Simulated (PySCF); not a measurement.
Input

```
{"job": {"kind": "uv", "xc": "PBE0", "basis": "aug-cc-pVTZ", "ip": false, "dynamic": true}, "charge": 0, "multiplicity": 1}
F      0.430323    -1.064163     0.659492
S      0.060923    -0.031683    -0.440560
F     -0.551996     1.113204     0.411608
F      1.535454     0.662191    -0.188909
F     -1.440076    -0.713534    -0.481603
```

Launched as:

```sh
OMP_NUM_THREADS=2 python probes_run.py task.json out
```

Geometry: PBE0-D3(BJ)/def2-TZVP.

Theory: PySCF 2.14.0, PBE0/aug-cc-pVTZ, SCF density, gas phase.

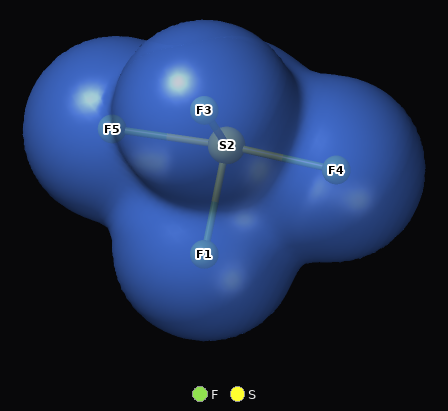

F4S. Isosurface of the total electron density at 0.05 e/Å³ (blue), seen at an oblique angle.

**What does this surface tell about the bonding?**

At this value the surface is in one piece. It bridges the sampled S–F (1.55 Å) and S–F (1.65 Å) contacts, where the density stays above the isovalue. On the grid the lowest density along these lines, outside the cores, is 1.5 e/Å³ (S–F, 1.55 Å) and 1.3 e/Å³ (S–F, 1.65 Å).
